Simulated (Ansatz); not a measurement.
CH6OSi: several calculations on one system

## 1. Relaxation

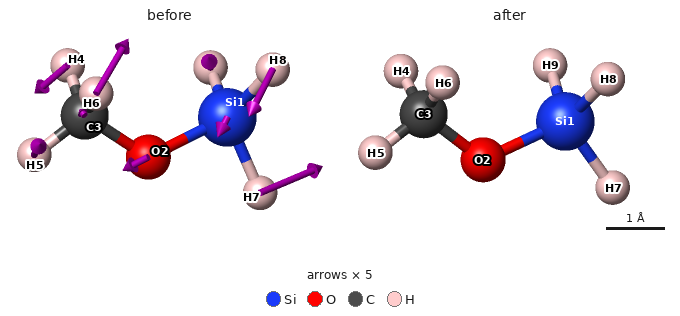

The structure of CH6OSi before (left) and after (right) a relaxation, at one scale. The purple arrows give the displacements, magnified 5 times.

A ball-and-stick model, seen at a tilt.

The run prepares an end point of a later path (reaction) calculation, from a guessed geometry.

Method: RKS PBE-D4/def2-SVP in Ansatz.

Input file:
```yaml
crystal:
  periodic: [false, false, false]
  atoms:
    - { symbol: Si, position_ang: [0.321655, 0.014222, -0.097587] }
    - { symbol: O, position_ang: [0.705276, -0.178394, 1.518111] }
    - { symbol: C, position_ang: [-0.236266, -0.374736, 2.561418] }
    - { symbol: H, position_ang: [-1.051833, -1.092261, 2.290567] }
    - { symbol: H, position_ang: [0.29205, -0.789772, 3.448173] }
    - { symbol: H, position_ang: [-0.7158, 0.582938, 2.875267] }
    - { symbol: H, position_ang: [1.731543, 0.120272, -0.461937] }
    - { symbol: H, position_ang: [-0.502495, 1.24686, -0.380278] }
    - { symbol: H, position_ang: [-0.414229, -1.173128, -0.675034] }
basis:
  gaussian: { orbitals: def2-SVP }
hamiltonian:
  xc: pbe
  dispersion: d4
relax:
  f_tol: 0.03
  max_steps: 50
```

Launched with:
```bash
ansatz run input.yaml --threads 1 --pin off --max-ram 2048MiB --backend cpu --events-out ev --progress --plain --runs-dir out
```

> What changed between the two?

The largest move after the best rigid fit is that of H7, 0.29 Å. Largest moves by element: H 0.29 Å, O 0.11 Å, Si 0.08 Å, C 0.03 Å. Near-neighbour distances that change, for instance: Si1–H7 1.460 → 1.498 Å, Si1–O2 1.672 → 1.680 Å, O2–C3 1.419 → 1.414 Å. Among the angles between lasting bonds that change: O2–Si1–H7 91.6° → 106.1°, H7–Si1–H9 115.6° → 110.2°, H7–Si1–H8 114.9° → 110.2°. Over 6 geometry steps the energy falls by 17.0 kJ/mol. Largest force component: 1 eV/Å at the start, 0.028 eV/Å at the end. Cost: 15 s on 1 thread of Arm Neoverse V1, with other jobs on the host, peak memory 0.13 GiB.

## 2. Relaxation

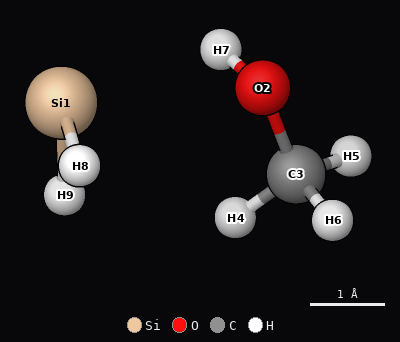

Starting structure of CH6OSi. The picture is a ball-and-stick view, seen at a tilt.

The run prepares an end point of a later path (reaction) calculation, from a guessed geometry.

These are results of Ansatz, RKS PBE-D4/def2-SVP, not measurements.

The input:
```yaml
crystal:
  periodic: [false, false, false]
  atoms:
    - { symbol: Si, position_ang: [-0.002492, 0.112889, -1.077322] }
    - { symbol: O, position_ang: [0.980588, 0.27028, 1.59612] }
    - { symbol: C, position_ang: [0.10703, -0.379093, 2.518752] }
    - { symbol: H, position_ang: [-0.551799, -1.133583, 2.033571] }
    - { symbol: H, position_ang: [0.679642, -0.862821, 3.34119] }
    - { symbol: H, position_ang: [-0.53621, 0.406274, 2.960914] }
    - { symbol: H, position_ang: [1.475289, -0.417634, 1.080151] }
    - { symbol: H, position_ang: [-1.02694, 1.258964, -0.92575] }
    - { symbol: H, position_ang: [-0.995208, -0.899276, -0.448925] }
basis:
  gaussian: { orbitals: def2-SVP }
hamiltonian:
  xc: pbe
  dispersion: d4
relax:
  f_tol: 0.03
  max_steps: 50
output:
  orbitals: {}
```

Command:
```bash
ansatz run input.yaml --threads 1 --pin off --max-ram 2048MiB --backend cpu --events-out ev --progress --plain --runs-dir out
```

> Where does the relaxation end?

H8 moves most after the best rigid fit: 0.84 Å. By element the largest moves are H 0.84 Å, O 0.52 Å, Si 0.40 Å, C 0.24 Å. Among the contacts that change: Si1–O2 2.853 → 2.039 Å, O2–C3 1.427 → 1.443 Å, O2–H7 0.992 → 0.977 Å, Si1–H9 1.551 → 1.557 Å. Over 9 accepted moves (10 points after the start) the energy falls by 14.2 kcal/mol. The largest force component goes from 1.1 to 0.016 eV/Å. The line search rejected the trial step at point 5 of the run.

Final geometry:

```xyz
9

Si    0.0617    0.2189   -0.6983
O     0.8554   -0.0037    1.1667
C     0.0234   -0.3509    2.2928
H    -0.4493   -1.3442    2.1494
H     0.6243   -0.3266    3.2251
H    -0.7657    0.4210    2.3327
H     1.6134   -0.6163    1.0970
H    -0.8885    1.2849   -0.1011
H    -0.9448   -0.9270   -0.3856
```

The end point in the same view:

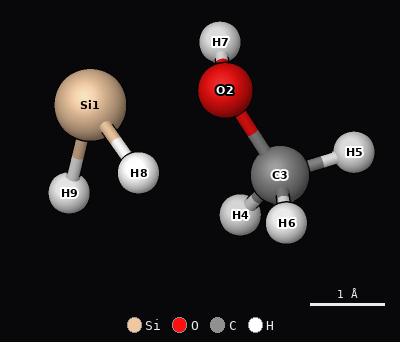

Limits of the set-up: the start holds two separate molecules, 2.5 Å apart at their closest, whose relative position is a soft coordinate.

## 3. Path

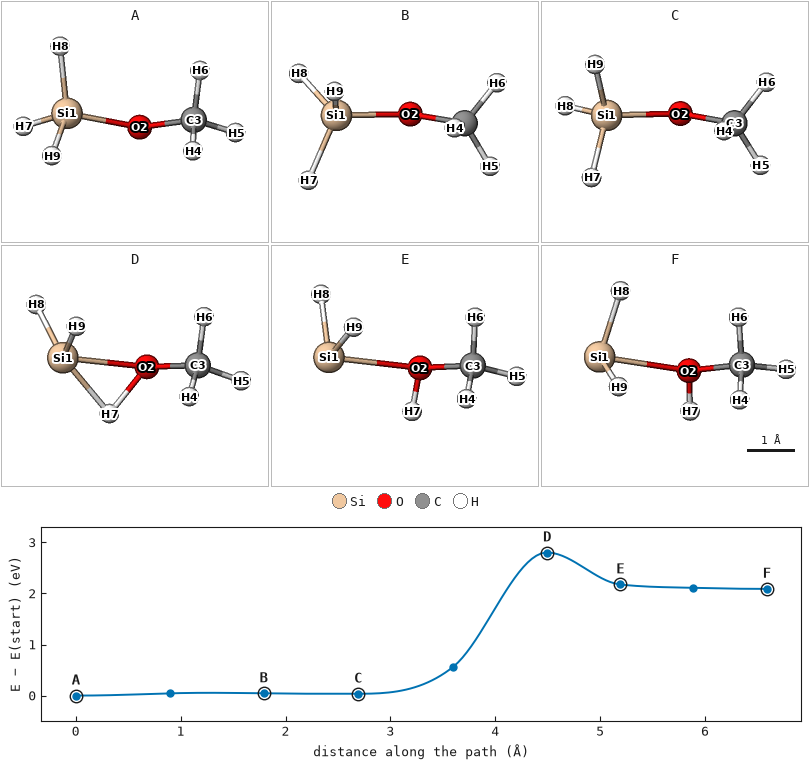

NEB run on CH6OSi. Images are numbered from 0 (start) to 8 (end). Frames A to F are images 0, 2, 3, 5, 6, 8. A ball-and-stick model, seen at a tilt.

All numbers below come from Ansatz 0.2.0, RKS PBE-D4/def2-SVP. Set-up: 7 movable images; climbing image; force threshold 0.05 eV/Å; iteration limit 60; starting path through a guess of the saddle point.

### What happens along the path, and what is the barrier?

The energy climbs by 2.80 eV to image 5 and then falls by 0.71 eV, so the end point sits at +2.09 eV. A hydrogen atom shifts from one atom to another. Breaking: Si1–H7 (1.50 → 1.65 at the top → 2.52 Å). Forming: O2–H7 (2.54 → 1.29 at the top → 0.98 Å). The band converged in 16 iterations. The largest component of the band force went from 5.4 to 0.049 eV/Å. The climbing image converged on the top of the path. Its vibrational analysis gives one imaginary mode (1259i cm⁻¹), as a transition state must have.
